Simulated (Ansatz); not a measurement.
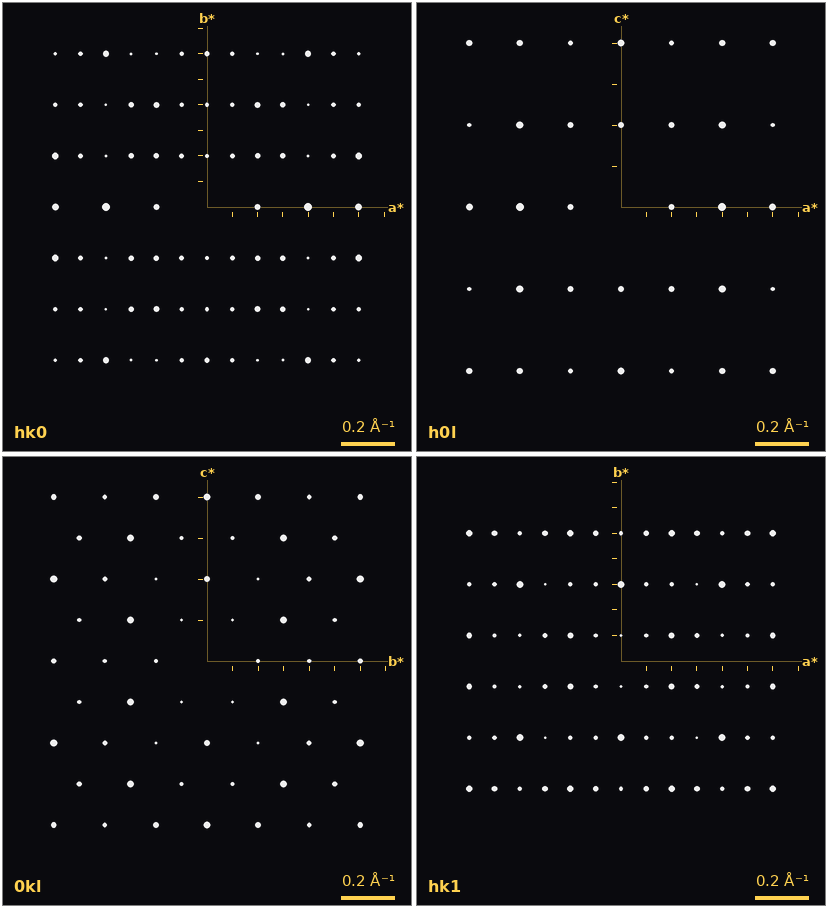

Four undistorted layers of reciprocal space, calculated for a single crystal (neutrons, kinematic |F|², B = 0.5 Å²). Tick marks count the reciprocal lattice steps of the conventional cell along each axis.

The compound is SrSiHgS4. Structure: the geometry relaxed with DFT, PAW plane waves, r2scan in Ansatz 0.2.0; the starting structure was generated, so it need not be a known form of this composition.

Q: Read the reciprocal cell and give the direct cell.

A: a* = 0.096, b* = 0.097, c* = 0.156 Å⁻¹; the cell is orthorhombic with a = 10.38 Å, b = 10.27 Å, c = 6.40 Å.

Q: Which reflection conditions do the layers show?

A: Reflections are present only under these conditions. hkl: k + l = 2n; hk0: k = 2n; h0l: h = 2n, l = 2n; 0kl: k + l = 2n; h00: h = 2n; 0k0: k = 2n; 00l: l = 2n. The lattice is A-centred (A).

Q: Which space groups fit?

A: The intensities have Laue symmetry mmm (the hk0 layer shows 2mm, hk1 shows 2mm). With these conditions the candidates are A2_1am (No. 36), Ama2 (No. 40), Amam (No. 63) (symbols for these axes; some are non-standard settings). Diffraction geometry alone does not choose among them; the structure has Ama2.
